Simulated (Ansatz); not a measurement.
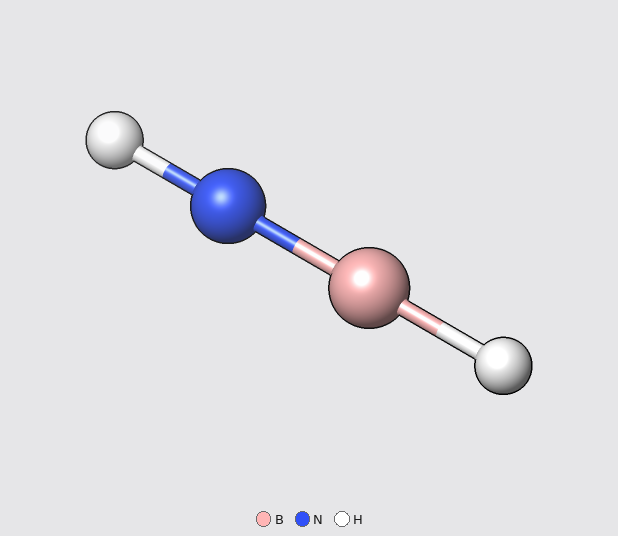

Rendered structure (ball-and-stick style). Every bond is drawn as one stick, whatever its order.

The geometry was computed by an optimisation with PBE0-D4/def2-TZVP.

Identify the structure.

It has 4 atoms: 1 boron, 2 hydrogen and 1 nitrogen (BH₂N). This geometry has C∞v symmetry. All atoms lie on one line. Coordination: 1 B linear; 1 N linear.

More results for the same structure follow; atom numbers are the same in all pictures, views and colours differ.

### Shape

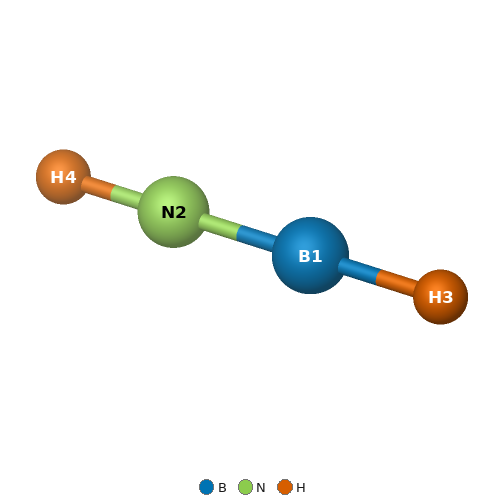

List the bonds and their lengths.

| bond | length (Å) |
| --- | --- |
| B1–N2 | 1.233 |
| B1–H3 | 1.172 |
| N2–H4 | 0.991 |

### Vibrations

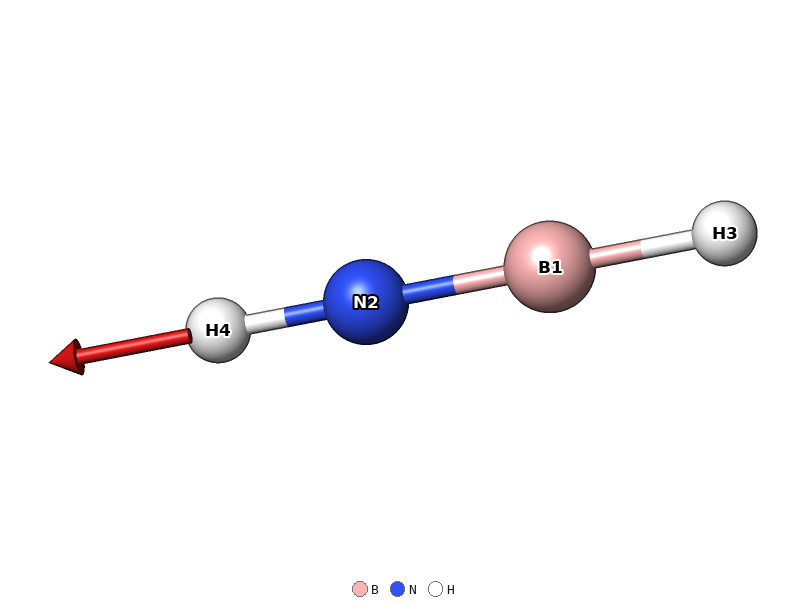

The arrows show one normal mode. Harmonic vibrations computed with RKS PBE0-D4/def2-TZVP (Ansatz 0.2.0) at a stationary point of the same level.

Question: What kind of motion is it?

Answer: Mostly N–H stretching.

Question: Estimate its harmonic wavenumber.

Answer: 3895 cm⁻¹; it is mode 7 of 7 counted from the lowest.

### Charges

The questions are on Mulliken charges. Method: RKS PBE0-D4/def2-TZVP (Ansatz 0.2.0).

Give the Mulliken charges atom by atom.

```tsv
atom	value (e)
B1	−0.10
N2	−0.25
H3	0.08
H4	0.27
```

### Electronic properties

Method: RHF-CCSD(T), frozen core/def2-QZVPP (Ansatz 0.2.0).

Question: Give the T1 diagnostic at this level.

Answer: 0.015.

### Thermal motion

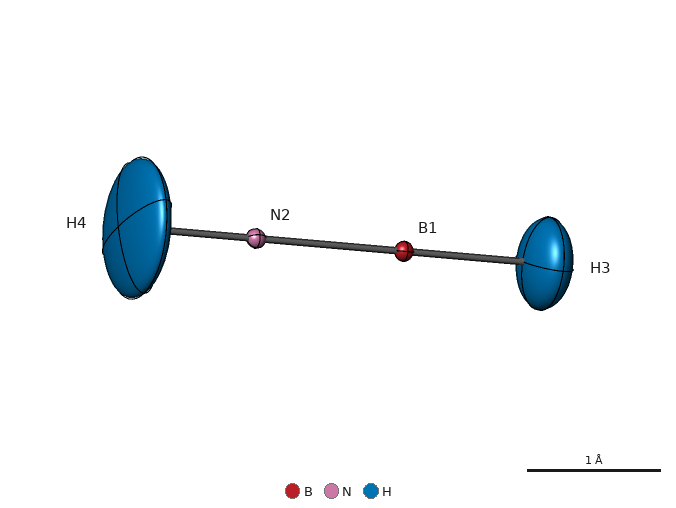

Displacement ellipsoids at the 50 % level, enlarged 1.5 times, from the internal vibrations of the free molecule (harmonic, no overall translation or rotation; no half-axis is drawn under 0.075 Å). Vibrations computed with RKS PBE0-D4/def2-TZVP (Ansatz 0.2.0). Temperature: 600 K.

Question: Which atom has the largest mean-square displacement?

Answer: H4, with U_eq = 0.0369 Å².

Question: Does H4 move more along its bond or across it?

Answer: Across it: the root-mean-square amplitude is 0.066 Å along the bond and up to 0.230 Å across, since bending and torsion are softer than stretching.

List U_eq and the three principal root-mean-square amplitudes for each kind of atom.

| atom | U_eq (Å²) | rms amplitudes (Å) |
| --- | --- | --- |
| B1 | 0.00081 | 0.021, 0.031, 0.031 |
| N2 | 0.00073 | 0.017, 0.031, 0.031 |
| H3 | 0.0174 | 0.078, 0.152, 0.152 |
| H4 | 0.0369 | 0.066, 0.230, 0.230 |

Mulliken values depend strongly on the basis set and can even reverse the polarity of a bond.
